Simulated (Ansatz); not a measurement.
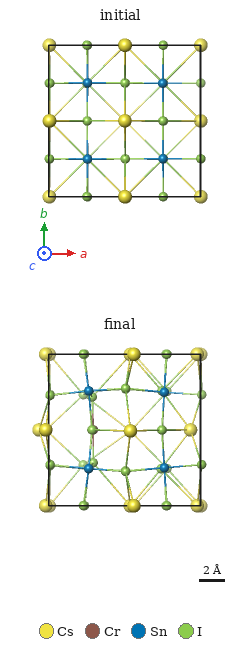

The structure of a defect cell of composition Cs₇CrSn₈I₂₄ (cell charge +2) before (top) and after (bottom) a relaxation, at one scale.

Style: ball-and-stick. Shown: the cell of the calculation (origin shifted), along the c axis.

The calculation used DFT, PBEsol, PAW, plane waves (Ansatz).

The input:
```yaml
crystal:
  lattice:
    - [12.314462, 0.000000, 0.000000]
    - [0.000000, 12.314462, 0.000000]
    - [0.000000, 0.000000, 12.314462]
  atoms:
    - { symbol: Cs, position: [0.999922, 0.000352, 0.002030] }
    - { symbol: Cs, position: [0.999130, 0.999425, 0.499327] }
    - { symbol: Cs, position: [0.001359, 0.500525, 0.000853] }
    - { symbol: Cs, position: [0.999072, 0.499731, 0.498769] }
    - { symbol: Cs, position: [0.500102, 0.999340, 0.000003] }
    - { symbol: Cs, position: [0.496843, 0.000188, 0.500004] }
    - { symbol: Cs, position: [0.498085, 0.500783, 0.999778] }
    - { symbol: Cr, position: [0.496689, 0.499543, 0.497927], spin: 1 }
    - { symbol: Sn, position: [0.251518, 0.250814, 0.251732] }
    - { symbol: Sn, position: [0.251704, 0.247783, 0.750943] }
    - { symbol: Sn, position: [0.251312, 0.750147, 0.252254] }
    - { symbol: Sn, position: [0.251659, 0.751873, 0.752580] }
    - { symbol: Sn, position: [0.749968, 0.248380, 0.249827] }
    - { symbol: Sn, position: [0.749160, 0.250729, 0.748959] }
    - { symbol: Sn, position: [0.749473, 0.748572, 0.249961] }
    - { symbol: Sn, position: [0.747391, 0.748669, 0.749387] }
    - { symbol: I, position: [0.248733, 0.250337, 0.001684] }
    - { symbol: I, position: [0.250284, 0.250220, 0.500378] }
    - { symbol: I, position: [0.248255, 0.750730, 0.001181] }
    - { symbol: I, position: [0.246961, 0.747469, 0.497859] }
    - { symbol: I, position: [0.751806, 0.250679, 0.003267] }
    - { symbol: I, position: [0.750336, 0.251806, 0.499792] }
    - { symbol: I, position: [0.753446, 0.749682, 0.003661] }
    - { symbol: I, position: [0.749579, 0.750507, 0.499996] }
    - { symbol: I, position: [0.000272, 0.248500, 0.248334] }
    - { symbol: I, position: [0.998911, 0.250259, 0.747971] }
    - { symbol: I, position: [0.998665, 0.749590, 0.252433] }
    - { symbol: I, position: [0.002345, 0.749060, 0.751551] }
    - { symbol: I, position: [0.499268, 0.250313, 0.249902] }
    - { symbol: I, position: [0.500646, 0.249830, 0.751460] }
    - { symbol: I, position: [0.500204, 0.749933, 0.248968] }
    - { symbol: I, position: [0.497834, 0.751350, 0.751235] }
    - { symbol: I, position: [0.251249, 0.998882, 0.249550] }
    - { symbol: I, position: [0.246871, 0.000348, 0.747293] }
    - { symbol: I, position: [0.249785, 0.500129, 0.251427] }
    - { symbol: I, position: [0.249019, 0.499872, 0.747472] }
    - { symbol: I, position: [0.751028, 0.000115, 0.248927] }
    - { symbol: I, position: [0.750881, 0.999634, 0.751277] }
    - { symbol: I, position: [0.752414, 0.498928, 0.250357] }
    - { symbol: I, position: [0.748077, 0.500652, 0.750155] }
  symmetry: { detect: false }
kpoints:
  mp_grid: { grid: [1, 1, 1], shift: [0.25, 0.25, 0.25] }
hamiltonian:
  xc: pbesol
total_charge: 2
magnetization:
  spin_polarized: true
scf:
  occupations: { method: fermi_dirac, width: 0.01 }
relax:
  f_tol: 0.03
  max_steps: 80
  escape_saddle: false
  adjacent_minimum: "off"
output:
  forces: true
  eigenvalues: true
  populations: true
  charged_corrections: { epsilon: 30 }
```

Launched with:
```bash
ansatz run in.yaml --threads 8 --pin off --max-ram 118750MiB --runs-dir r --events-out ev --progress --plain --backend cuda --devices 0, --max-vram 170GiB
```

Q: Describe what moved and what it gained.

A: The atom that moves furthest is Cr8 (2.55 Å along −a). Largest moves by element: Cr 2.55 Å, Cs 0.83 Å, I 0.63 Å, Sn 0.16 Å. The cell stays as it was. Near-neighbour distances that change, for instance: Cr8–I20 4.333 → 2.673 Å, Cr8–I18 4.317 → 2.674 Å, Cr8–I35 4.296 → 2.676 Å, Cs5–I17 4.374 → 5.306 Å. New bonds form, among them: Cr8–I18 (4.32 → 2.67 Å), Cr8–I20 (4.33 → 2.67 Å), Cr8–I35 (4.30 → 2.68 Å), Cr8–I36 (4.33 → 2.67 Å). Among the angles between lasting bonds that change: Cs4–I25–Sn9 89.3° → 110.7°, Sn9–I18–Sn10 179.3° → 158.2°, Cs4–I26–Sn10 90.8° → 111.9°. Over 22 geometry steps the energy falls by 3.615 eV per cell of the calculation. Largest force component: 0.13 eV/Å at the start, 0.014 eV/Å at the end. Cost: 38 s on 1 × NVIDIA GB200 with 8 threads of Arm Neoverse-V2, peak memory 2.8 GiB.

Limits of the set-up: the cell is charged, on a uniform background, and energies carry no finite-size correction.
